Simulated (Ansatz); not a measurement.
**SiH4 (silane): BCCD(T)/6-31G(d,p) (Cartesian functions)**

Aim: the energy difference between two shapes of SiH4 (silane) at BCCD(T)/6-31G** (Cartesian functions), from 2 runs. 

Program for the calculation: Ansatz 0.2.0.

4 further runs of the same task are left out: 2 that didn't finish, 2 set aside as unsound or not needed.

## (1) Starting point

SiH4 has 5 atoms, charge 0, and is taken as a singlet. As SMILES, `[SiH4]`. Geometry: relaxed at PBE0-D4/def2-TZVP.

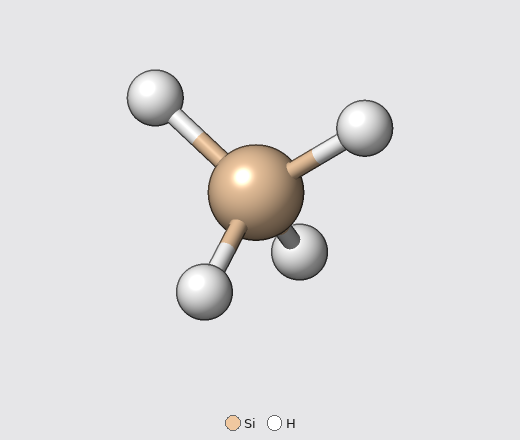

The structure, seen from a chosen angle (silicon light orange, hydrogen white).

## (2) A single-point energy at BCCD(T)/6-31G(d,p) (Cartesian functions)

run.yaml

```yaml
crystal:
  periodic: [false, false, false]
  atoms:
    - {symbol: Si, position_ang: [-0.000000, 0.000000, -0.000100]}
    - {symbol: H, position_ang: [0.967600, -0.688400, 0.890900]}
    - {symbol: H, position_ang: [-1.331000, 0.044900, 0.656000]}
    - {symbol: H, position_ang: [-0.105100, -0.740300, -1.282600]}
    - {symbol: H, position_ang: [0.468500, 1.383800, -0.264200]}
basis:
  gaussian:
    orbitals: 6-31G_st__st_.json
hamiltonian:
  pseudopotentials: {relativity: none}
correlation:
  method: bccd_t
output: {orbitals: {seedname: orbitals}}
```

The basis set 6-31G** is read from a file made from the Basis Set Exchange's data (not shown).

Started as:

```sh
ansatz run run.yaml --threads 1 --pin off --max-ram 2610MiB --events-out events.jsonl --progress --plain --runs-dir runs
```

Standard output:

```text
Warning: RAYON_NUM_THREADS=1 ignored (pool sized by the plan → 1); use --threads N
Functional definition: HF
  name "HF"
  exchange = exact_x
  correlation = 0
373 factors; integrals over basis functions are off by at most 1.3e-3 eV
mean field evaluation 1: about -7924.2976 eV, gradient 9.1e0 eV
mean field evaluation 2: about -7924.3072 eV, gradient 9.1e0 eV
mean field evaluation 4: about -7924.7913 eV, gradient 3.0e-1 eV
mean field evaluation 8: about -7924.7920 eV, gradient 3.5e-5 eV
mean field -7924.79197419 eV, -291.2307334346 hartree, gradient 4.6e-7 eV, S^2 0.000000; 0 other end points of the search recorded, 0 dependent functions left out
5 core orbitals not correlated: weight in the atoms' cores, before any rotation towards them, 1.000 or more for the frozen orbitals, at most 0.000 for the correlated occupied ones
reference -7924.79197419 eV, -291.2307334346 hartree; 4, 4 occupied and 30, 30 virtual orbitals, 373 factors
second order -2.94114171 eV of doubles, -0.00000000 eV of singles
cycle   1  -3.47597739 eV  change   -5.3e-1 eV  update   5.0e-2
cycle   2  -3.66048935 eV  change   -1.8e-1 eV  update   1.7e-2
cycle   3  -3.66319011 eV  change   -2.7e-3 eV  update   3.7e-3
cycle   4  -3.66220098 eV  change    9.9e-4 eV  update   8.6e-4
cycle   5  -3.66190919 eV  change    2.9e-4 eV  update   2.6e-4
cycle   6  -3.66188165 eV  change    2.8e-5 eV  update   4.6e-5
cycle   7  -3.66189518 eV  change   -1.4e-5 eV  update   9.0e-6
cycle   8  -3.66189844 eV  change   -3.3e-6 eV  update   2.4e-6
perturbative correction -0.05919135 eV, -0.0021752420 hartree
Total energy: -7928.51306398 eV, -291.3674809620 hartree
```

Run time: 0.24 s. Hardware: 1 thread of Arm Neoverse V2, shared host.

## (3) The distorted shape at the same level

run.yaml

```yaml
crystal:
  periodic: [false, false, false]
  atoms:
    - {symbol: Si, position_ang: [-0.004980, -0.098224, 0.097472]}
    - {symbol: H, position_ang: [1.200363, -0.632634, 0.969392]}
    - {symbol: H, position_ang: [-1.237790, 0.137548, 0.706618]}
    - {symbol: H, position_ang: [-0.096937, -0.504871, -1.198045]}
    - {symbol: H, position_ang: [0.618941, 1.308151, -0.431103]}
basis:
  gaussian:
    orbitals: 6-31G_st__st_.json
hamiltonian:
  pseudopotentials: {relativity: none}
correlation:
  method: bccd_t
output: {orbitals: {seedname: orbitals}}
```

The basis set 6-31G** is read from a file made from the Basis Set Exchange's data (not shown).

Started as:

```sh
ansatz run run.yaml --threads 1 --pin off --max-ram 2610MiB --events-out events.jsonl --progress --plain --runs-dir runs
```

Standard output (excerpt; [...] marks lines left out):

```text
Warning: RAYON_NUM_THREADS=1 ignored (pool sized by the plan → 1); use --threads N
Functional definition: HF
  name "HF"
[...]
376 factors; integrals over basis functions are off by at most 1.1e-3 eV
[...]
mean field -7923.87389283 eV, -291.1969945668 hartree, gradient 1.4e-6 eV, S^2 0.000000; 0 other end points of the search recorded, 0 dependent functions left out
5 core orbitals not correlated: weight in the atoms' cores, before any rotation towards them, 1.000 or more for the frozen orbitals, at most 0.000 for the correlated occupied ones
reference -7923.87389283 eV, -291.1969945668 hartree; 4, 4 occupied and 30, 30 virtual orbitals, 376 factors
second order -2.98662380 eV of doubles, -0.00000000 eV of singles
cycle   1  -3.53011575 eV  change   -5.4e-1 eV  update   5.3e-2
[...]
cycle   8  -3.72882746 eV  change   -4.4e-6 eV  update   7.0e-6
perturbative correction -0.06508381 eV, -0.0023917860 hartree
Total energy: -7927.66780410 eV, -291.3364182346 hartree
```

It took 0.24 s on 1 thread of Arm Neoverse V2, shared host.

## (4) Results

Level: BCCD(T)/6-31G** (Cartesian functions), 5 core orbitals frozen.

| quantity | value |
| --- | --- |
| first shape: total energy | -291.36748 Eh |
| first shape: HOMO energy (Hartree–Fock orbitals) | -13.17 eV |
| first shape: LUMO energy (Hartree–Fock orbitals) | 4.56 eV |
| first shape: HOMO–LUMO gap (Hartree–Fock orbitals) | 17.73 eV |
| first shape: correlation energy (5 core orbitals frozen) | -136.7 mEh |
| first shape: (T) correction | -2.18 mEh |
| distorted shape: total energy | -291.33642 Eh |
| distorted shape: HOMO energy (Hartree–Fock orbitals) | -11.57 eV |
| distorted shape: LUMO energy (Hartree–Fock orbitals) | 3.49 eV |
| distorted shape: HOMO–LUMO gap (Hartree–Fock orbitals) | 15.06 eV |
| distorted shape: correlation energy (5 core orbitals frozen) | -139.4 mEh |
| distorted shape: (T) correction | -2.39 mEh |
| energy change with the atoms displaced | 0.845 eV |

What this shows: With the atoms displaced the energy rises by 0.85 eV (81.6 kJ/mol). The first shape isn't relaxed at this level, so the change isn't measured from a minimum. The triples (first shape) make up 1.6 % of the correlation energy. The triples (distorted shape) make up 1.7 % of the correlation energy.
